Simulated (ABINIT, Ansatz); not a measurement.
# TiTe2 (P-3m1): zone-centre phonons

Which modes does TiTe2 (P-3m1) have at the zone centre?

Method: DFT LDA, scalar-relativistic, plane waves, PseudoDojo norm-conserving pseudopotentials, in ABINIT 10.8.3.

### 1. Set-up

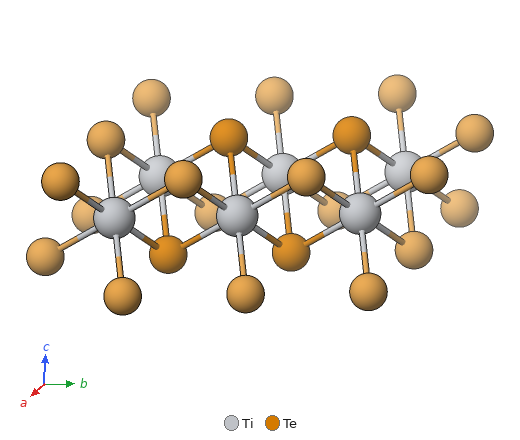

Start, viewed from a free direction; titanium light grey, tellurium orange. 1×2×1 cells are drawn. Some periodic images of atoms are drawn too.

The cell holds 3 atoms: 1 Ti and 2 Te. Cell: a = 3.730 Å, b = 3.730 Å, c = 16.300 Å, α = 90.0°, β = 90.0°, γ = 120.0°. Vacuum lies along c.

### 2. A first look

A first run with smearing and empty bands tells whether the crystal has a gap, which decides between fixed occupations and smearing later on.

The input, probe.abi:

```
# ground state
tolvrs 1.0d-08
prtden 1
prtwf 1

# basis, mesh and filling
ecut 38.0
ngkpt 6 6 1
nshiftk 1
shiftk 0.0 0.0 0.0
istwfk *1
occopt 7
tsmear 0.005
nband 31
nstep 100
diemac 9.0
prtebands 0
prtgsr 0
useylm 1

# cell and atoms
acell 7.048673256 7.048673256 30.80253583
rprim 
    1.0 0.0 0.0
    -0.5 0.8660254038 0.0
    0.0 0.0 1.0
ntypat 2
znucl 22 52
natom 3
typat 1 2 2
xred 
    0.0 0.0 0.5
    1/3 2/3 0.6015950000
    2/3 1/3 0.3984050000
pp_dirpath "./pseudo"
pseudos "Ti.upf, Te.upf"
```

Launch:

```bash
$ OMP_NUM_THREADS=1 mpirun -n 7 abinit probe.abi > probe.log
```

Numbers of over 12 decimals in the logs are rounded to 6 here.

probe.abo, the main output file:

```text
[banners, grids, parts of the stress and lines that vanish by symmetry left out]
- input  file    -> probe.abi
- output file    -> probe.abo
- root for input  files -> probei
[...]
Symmetries : space group P-3 m 1 (#164); Bravais hP (primitive hexag.)
[...]
mpw =       14847          nfft =      288000          nkpt =           7
[...]
== DATASET  1 ==================================================================
[...]
cutoff_energies: {ecut:  38.0, pawecutdg:  -1.0, }
[...]
ETOT  1  -267.73996739895    -2.677E+02 7.995E-01 1.438E+03
 ETOT  2  -257.64604331120     1.009E+01 1.370E-02 1.807E+05
 ETOT  3  -268.29609809506    -1.065E+01 1.667E-02 8.256E+03
 ETOT  4  -268.49331272997    -1.972E-01 1.095E-03 4.082E+03
 ETOT  5  -268.65854744951    -1.652E-01 7.861E-04 3.673E+02
[...]
ETOT 16  -268.67856315045     6.935E-12 3.159E-05 4.752E-07
 ETOT 17  -268.67856315052    -7.390E-11 1.234E-05 7.670E-09
 At SCF step   17       vres2   =  7.67E-09 < tolvrs=  1.00E-08 =>converged.
[...]
sigma(1 1)=  1.25277147E-05  sigma(3 2)=  0.00000000E+00
  sigma(2 2)=  1.25277146E-05  sigma(3 1)=  0.00000000E+00
  sigma(3 3)= -2.18468285E-05  sigma(2 1)=  0.00000000E+00
[...]
convergence: {deltae: -7.390E-11, res2:  7.670E-09, residm:  1.234E-05, diffor: null, }
etotal    :  -2.68678563E+02
[...]
sigma(1 1)=  1.25277147E-05  sigma(3 2)=  0.00000000E+00
  sigma(2 2)=  1.25277146E-05  sigma(3 1)=  0.00000000E+00
  sigma(3 3)= -2.18468285E-05  sigma(2 1)=  0.00000000E+00
[...]
- sigma(1 1)=  3.68578091E-01  sigma(3 2)=  0.00000000E+00
- sigma(2 2)=  3.68578089E-01  sigma(3 1)=  0.00000000E+00
- sigma(3 3)= -6.42755886E-01  sigma(2 1)=  0.00000000E+00
[...]
fcart      1.0186863543E-28  5.2932495677E-28 -0.0000000000E+00
           strten      1.2527714678E-05  1.2527714599E-05 -2.1846828532E-05
================================================================================

[key lines of the parts left out:]
pressure_GPa:  -3.1467E-02
```

Run time: 36 s. Hardware: 7 MPI ranks of Arm Neoverse V1, shared host.

This step gave:

```
gap on the k-mesh : 0 eV
area per atom     : 4.016 Å²
```

No gap opens on this mesh, so smearing is kept.

### 3. Rough relaxation

The typed start is rough, so a first relaxation with smearing and loose thresholds takes it towards rest cheaply.

The input, prerelax.abi:

```
# relaxation
ionmov 2
optcell 9
dilatmx 1.15
chkdilatmx 0
ntime 40
tolmxf 3.0d-04
tolvrs 1.0d-10
prtwf 0
prtden 0
chksymtnons 0

# basis, mesh and filling
ecut 38.0
ecutsm 3.0
ngkpt 6 6 1
nshiftk 1
shiftk 0.0 0.0 0.0
istwfk *1
occopt 7
tsmear 0.005
nband 31
nstep 100
diemac 1000000.0
prtebands 0
prtgsr 0
useylm 1

# cell and atoms
acell 7.048673256 7.048673256 30.80253583
rprim 
    1.0 0.0 0.0
    -0.5 0.8660254038 0.0
    0.0 0.0 1.0
ntypat 2
znucl 22 52
natom 3
typat 1 2 2
xred 
    0.0 0.0 0.5
    1/3 2/3 0.6015950000
    2/3 1/3 0.3984050000
pp_dirpath "./pseudo"
pseudos "Ti.upf, Te.upf"
```

Launch:

```bash
$ OMP_NUM_THREADS=1 mpirun -n 7 abinit prerelax.abi > prerelax.log
```

prerelax.abo, the main output file:

```text
[banners, grids, parts of the stress and lines that vanish by symmetry left out]
- input  file    -> prerelax.abi
- output file    -> prerelax.abo
- root for input  files -> prerelaxi
[...]
Symmetries : space group P-3 m 1 (#164); Bravais hP (primitive hexag.)
[...]
mpw =       22599          nfft =      460800          nkpt =           7
[...]
== DATASET  1 ==================================================================
[...]
cutoff_energies: {ecut:  38.0, pawecutdg:  -1.0, }
[...]
ETOT  1  -267.56153206157    -2.676E+02 1.216E+00 2.671E+03
 ETOT  2  -259.99069995497     7.571E+00 2.737E-02 2.301E+05
 ETOT  3  -268.51967162520    -8.529E+00 8.852E-03 7.148E+03
 ETOT  4  -268.60094105256    -8.127E-02 3.113E-03 3.961E+03
 ETOT  5  -268.66234851295    -6.141E-02 4.824E-04 1.039E+03
[...]
At SCF step   22       vres2   =  5.61E-12 < tolvrs=  1.00E-10 =>converged.
[...]
ETOT 25  -268.67953148664    -1.342E-11 1.618E-14 1.350E-12
 At SCF step   25       vres2   =  1.35E-12 < tolvrs=  1.00E-10 =>converged.
[...]
sigma(1 1)=  1.94442210E-08  sigma(3 2)=  0.00000000E+00
  sigma(2 2)=  1.94441338E-08  sigma(3 1)=  0.00000000E+00
  sigma(3 3)=  9.40603816E-07  sigma(2 1)=  0.00000000E+00
[...]
convergence: {deltae: -1.342E-11, res2:  1.350E-12, residm:  1.618E-14, diffor: null, }
etotal    :  -2.68679531E+02
[...]
At Broyd/MD step   8, gradients are converged :
[...]
sigma(1 1)=  1.94442210E-08  sigma(3 2)=  0.00000000E+00
  sigma(2 2)=  1.94441338E-08  sigma(3 1)=  0.00000000E+00
  sigma(3 3)=  9.40603816E-07  sigma(2 1)=  0.00000000E+00
[...]
- sigma(1 1)=  5.72068732E-04  sigma(3 2)=  0.00000000E+00
- sigma(2 2)=  5.72066167E-04  sigma(3 1)=  0.00000000E+00
- sigma(3 3)=  2.76735197E-02  sigma(2 1)=  0.00000000E+00
[...]
fcart      5.2297615821E-29  2.7174638314E-28 -0.0000000000E+00
           strten      1.9444220999E-08  1.9444133799E-08  9.4060381577E-07
================================================================================

[key lines of the parts left out:]
pressure_GPa:  -9.6059E-03
Total energy (etotal) [Ha]= -2.68679531486644E+02
```

It took 7.5 min on 7 MPI ranks.

The steps of the relaxation:

| step | energy less that of the first step (eV) | largest force (eV/Å) | volume (Å³) |
| --- | --- | --- | --- |
| 1 | 0.0000 | 0.2440 | 196.40 |
| 2 | -0.0015 | 0.2272 | 196.26 |
| 3 | -0.0181 | 0.0677 | 193.17 |
| 4 | -0.0197 | 0.1060 | 192.28 |
| 5 | -0.0230 | 0.1431 | 190.16 |
| 6 | -0.0261 | 0.1262 | 187.84 |
| 7 | -0.0281 | 0.0569 | 186.32 |
| 8 | -0.0284 | 0.0093 | 186.29 |

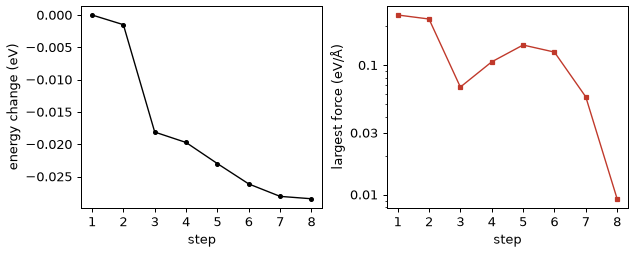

Energy and largest force along the relaxation.

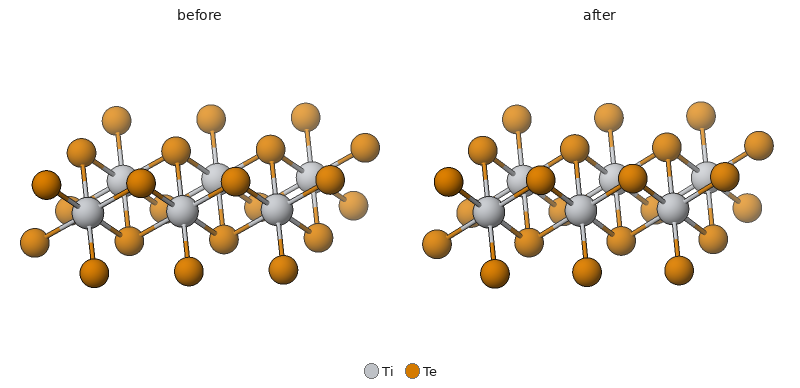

The structure before and after the relaxation, drawn at the same scale.

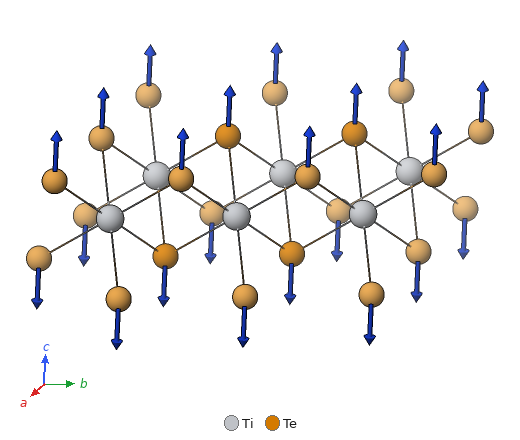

Displacements in the relaxation, exaggerated, measured against the changing cell; the longest in the cell stands for 0.08 Å. 1×2×1 cells are drawn. Some periodic images of atoms are drawn too.

| cell as run | before | after | change |
| --- | --- | --- | --- |
| a (Å) | 3.730 | 3.633 | -2.6 % |
| b (Å) | 3.730 | 3.633 | -2.6 % |

The atoms that moved most (Å, along periodic axes as changes of fractional coordinates times the final cell, across vacuum about the mean position):

| atom | dx | dy | dz | length |
| --- | --- | --- | --- | --- |
| Te2 | 0.000 | 0.000 | 0.083 | 0.083 |
| Te3 | 0.000 | 0.000 | -0.083 | 0.083 |

Final coordinates:

```xyz
3
Lattice="3.6328 0.0000 0.0000 -1.8164 3.1461 0.0000 0.0000 0.0000 16.3000" Properties=species:S:1:pos:R:3
Ti    0.0000    0.0000    8.1500
Te    0.0000    2.0974    9.8892
Te    1.8164    1.0487    6.4108
```

Read from the output:

```yaml
area_per_atom: 3.81 Å²
```

The volume changes by -5.1 % in this run and stands -5.1 % from the first cell.

### 4. Relaxation

The in-plane cell and the atoms are brought to rest; the spacing across the vacuum is kept.

The input, relax.abi:

```
# relaxation
ionmov 2
optcell 9
dilatmx 1.08
ntime 40
tolmxf 1.0d-05
tolvrs 1.0d-14
prtwf 0
prtden 0
chksymtnons 0

# basis, mesh and filling
ecut 47.0
ecutsm 3.0
ngkpt 12 12 1
nshiftk 1
shiftk 0.0 0.0 0.0
istwfk *1
occopt 7
tsmear 0.01
nband 31
nstep 100
diemac 1000000.0
prtebands 0
prtgsr 0
useylm 1

# cell and atoms
acell 6.864927922 6.864927922 30.80253583
rprim 
    1.0 0.0 0.0
    -0.5 0.8660254038 0.0
    0.0 0.0 1.0
ntypat 2
znucl 22 52
natom 3
typat 1 2 2
xred 
    0.0 0.0 0.5
    1/3 2/3 0.6066968743
    2/3 1/3 0.3933031257
pp_dirpath "./pseudo"
pseudos "Ti.upf, Te.upf"
```

Launch:

```bash
$ OMP_NUM_THREADS=1 mpirun -n 16 abinit relax.abi > relax.log
```

relax.abo, the main output file:

```text
[banners, grids, parts of the stress and lines that vanish by symmetry left out]
- input  file    -> relax.abi
- output file    -> relax.abo
- root for input  files -> relaxi
[...]
Symmetries : space group P-3 m 1 (#164); Bravais hP (primitive hexag.)
[...]
mpw =       24439          nfft =      497664          nkpt =          19
[...]
== DATASET  1 ==================================================================
[...]
-    --> not optimal distribution: autoparal keyword recommended in input file <--
[...]
cutoff_energies: {ecut:  47.0, pawecutdg:  -1.0, }
[...]
ETOT  1  -267.71539120628    -2.677E+02 1.029E+00 1.782E+03
 ETOT  2  -260.78601547255     6.929E+00 2.017E-02 2.616E+05
 ETOT  3  -268.45987194837    -7.674E+00 5.488E-03 1.084E+04
 ETOT  4  -268.58194671677    -1.221E-01 2.622E-03 5.710E+03
 ETOT  5  -268.66773466789    -8.579E-02 5.986E-04 1.128E+03
[...]
At SCF step   28       vres2   =  4.64E-15 < tolvrs=  1.00E-14 =>converged.
[...]
sigma(1 1)=  1.97744160E-06  sigma(3 2)=  0.00000000E+00
  sigma(2 2)=  1.97744152E-06  sigma(3 1)=  0.00000000E+00
  sigma(3 3)=  2.39696296E-06  sigma(2 1)=  0.00000000E+00
[...]
convergence: {deltae:  6.389E-11, res2:  4.638E-15, residm:  1.345E-10, diffor: null, }
etotal    :  -2.68681348E+02
[...]
ETOT  1  -268.68126281814    -2.687E+02 1.871E+00 1.081E+01
[...]
At SCF step   28       vres2   =  7.91E-15 < tolvrs=  1.00E-14 =>converged.
[...]
sigma(1 1)=  1.73996228E-06  sigma(3 2)=  0.00000000E+00
  sigma(2 2)=  1.73996219E-06  sigma(3 1)=  0.00000000E+00
  sigma(3 3)=  2.07662212E-06  sigma(2 1)=  0.00000000E+00
[...]
convergence: {deltae: -1.074E-11, res2:  7.913E-15, residm:  1.522E-09, diffor: null, }
etotal    :  -2.68681349E+02
[...]
ETOT  1  -268.67728945358    -2.687E+02 3.152E-02 5.068E+02
[...]
At SCF step   26       vres2   =  8.21E-16 < tolvrs=  1.00E-14 =>converged.
[...]
sigma(1 1)=  1.12067637E-07  sigma(3 2)=  0.00000000E+00
  sigma(2 2)=  1.12067549E-07  sigma(3 1)=  0.00000000E+00
  sigma(3 3)= -1.09305688E-07  sigma(2 1)=  0.00000000E+00
[...]
convergence: {deltae:  3.280E-11, res2:  8.212E-16, residm:  3.413E-11, diffor: null, }
etotal    :  -2.68681351E+02
[...]
ETOT  1  -268.68135085668    -2.687E+02 7.480E-09 1.597E-02
[...]
At SCF step   24       vres2   =  6.40E-15 < tolvrs=  1.00E-14 =>converged.
[...]
sigma(1 1)=  1.12889140E-07  sigma(3 2)=  0.00000000E+00
  sigma(2 2)=  1.12889053E-07  sigma(3 1)=  0.00000000E+00
  sigma(3 3)= -1.00635183E-07  sigma(2 1)=  0.00000000E+00
[...]
convergence: {deltae: -5.571E-12, res2:  6.404E-15, residm:  1.055E-14, diffor: null, }
etotal    :  -2.68681351E+02
[...]
ETOT  1  -268.68115018884    -2.687E+02 2.471E-02 2.394E+01
[...]
ETOT 27  -268.68135101847     4.979E-11 4.463E-10 2.639E-14
 ETOT 28  -268.68135101850    -3.342E-11 2.937E-11 3.203E-15
 At SCF step   28       vres2   =  3.20E-15 < tolvrs=  1.00E-14 =>converged.
[...]
sigma(1 1)=  4.52257227E-08  sigma(3 2)=  0.00000000E+00
  sigma(2 2)=  4.52256353E-08  sigma(3 1)=  0.00000000E+00
  sigma(3 3)=  2.61057463E-08  sigma(2 1)=  0.00000000E+00
[...]
convergence: {deltae: -3.342E-11, res2:  3.203E-15, residm:  2.937E-11, diffor: null, }
etotal    :  -2.68681351E+02
[...]
At Broyd/MD step   5, gradients are converged :
[...]
sigma(1 1)=  4.52257227E-08  sigma(3 2)=  0.00000000E+00
  sigma(2 2)=  4.52256353E-08  sigma(3 1)=  0.00000000E+00
  sigma(3 3)=  2.61057463E-08  sigma(2 1)=  0.00000000E+00
[...]
- sigma(1 1)=  1.33058670E-03  sigma(3 2)=  0.00000000E+00
- sigma(2 2)=  1.33058413E-03  sigma(3 1)=  0.00000000E+00
- sigma(3 3)=  7.68057572E-04  sigma(2 1)=  0.00000000E+00
[...]
fcart     -0.0000000000E+00 -2.4168938895E-28  5.6468863150E-22
           strten      4.5225722690E-08  4.5225635292E-08  2.6105746255E-08
================================================================================

[key lines of the parts left out:]
pressure_GPa:  -1.1431E-03
Total energy (etotal) [Ha]= -2.68681351018500E+02
```

The job ended after 11 min (16 MPI ranks; 3.1 h of CPU time).

Little changed from the start: no atom moved by 0.005 Å and no cell edge by 0.1 %.

Numbers from this step:

```
area per atom : 3.805 Å²
```

The volume changes by -0.1 % in this run and stands -5.3 % from the first cell.

### 5. Self-consistent run for the response

The response is built on these wavefunctions, so the potential is converged far more tightly than an energy would need. Smearing stays on, as the first look found no gap above 0.3 eV.

The input, gs.abi:

```
# ground state
tolvrs 1.0d-16
prtden 1
prtwf 1

# basis, mesh and filling
ecut 38.0
ngkpt 12 12 1
nshiftk 1
shiftk 0.0 0.0 0.0
istwfk *1
occopt 7
tsmear 0.01
nband 31
nstep 100
diemac 1000000.0
prtebands 0
prtgsr 0
useylm 1

# cell and atoms
acell 6.861035209 6.861035209 30.80253583
rprim 
    1.0 0.0 0.0
    -0.5 0.8660254038 0.0
    0.0 0.0 1.0
ntypat 2
znucl 22 52
natom 3
typat 1 2 2
xred 
    0.0 0.0 0.5
    1/3 2/3 0.6066004585
    2/3 1/3 0.3933995415
pp_dirpath "./pseudo"
pseudos "Ti.upf, Te.upf"
```

Launch:

```bash
$ OMP_NUM_THREADS=1 mpirun -n 16 abinit gs.abi > gs.log
```

gs.abo, the main output file:

```text
[banners, grids, parts of the stress and lines that vanish by symmetry left out]
- input  file    -> gs.abi
- output file    -> gs.abo
- root for input  files -> gsi
[...]
Symmetries : space group P-3 m 1 (#164); Bravais hP (primitive hexag.)
[...]
mpw =       14117          nfft =      288000          nkpt =          19
[...]
== DATASET  1 ==================================================================
[...]
-    --> not optimal distribution: autoparal keyword recommended in input file <--
[...]
cutoff_energies: {ecut:  38.0, pawecutdg:  -1.0, }
[...]
ETOT  1  -267.79100594741    -2.678E+02 8.568E-01 8.356E+02
 ETOT  2  -260.60720657626     7.184E+00 3.106E-02 1.528E+05
 ETOT  3  -268.45235229583    -7.845E+00 2.332E-02 6.150E+03
 ETOT  4  -268.59225407408    -1.399E-01 3.288E-03 2.961E+03
 ETOT  5  -268.66875951708    -7.651E-02 5.268E-04 6.284E+02
[...]
ETOT 28  -268.68125334851    -3.411E-11 1.381E-10 1.156E-16
 ETOT 29  -268.68125334850     1.364E-11 3.300E-11 1.502E-17
 At SCF step   29       vres2   =  1.50E-17 < tolvrs=  1.00E-16 =>converged.
[...]
sigma(1 1)=  6.36178430E-07  sigma(3 2)=  0.00000000E+00
  sigma(2 2)=  6.36178343E-07  sigma(3 1)=  0.00000000E+00
  sigma(3 3)=  6.29931363E-07  sigma(2 1)=  0.00000000E+00
[...]
convergence: {deltae:  1.364E-11, res2:  1.502E-17, residm:  3.300E-11, diffor: null, }
etotal    :  -2.68681253E+02
[...]
sigma(1 1)=  6.36178430E-07  sigma(3 2)=  0.00000000E+00
  sigma(2 2)=  6.36178343E-07  sigma(3 1)=  0.00000000E+00
  sigma(3 3)=  6.29931363E-07  sigma(2 1)=  0.00000000E+00
[...]
- sigma(1 1)=  1.87170156E-02  sigma(3 2)=  0.00000000E+00
- sigma(2 2)=  1.87170130E-02  sigma(3 1)=  0.00000000E+00
- sigma(3 3)=  1.85332206E-02  sigma(2 1)=  0.00000000E+00
[...]
fcart     -3.6629101368E-28 -3.3232290983E-28  2.8234431575E-22
           strten      6.3617842997E-07  6.3617834255E-07  6.2993136307E-07
================================================================================

[key lines of the parts left out:]
pressure_GPa:  -1.8656E-02
```

Elapsed: 95 s, on 16 MPI ranks.

(Part 1 of 3 ends here.)

[Host names and launcher messages were left out of these logs when they were recorded.]

[Logs are printed without paths, hosts, clocks, repeated set-up lines and the standing remarks that a program may print on its own settings, such as how far it seeks lower states.]

[Hosts, paths, dates, database ids (printed as entryN), source tags and the programs' standing remarks are cut or masked in the printed files.]
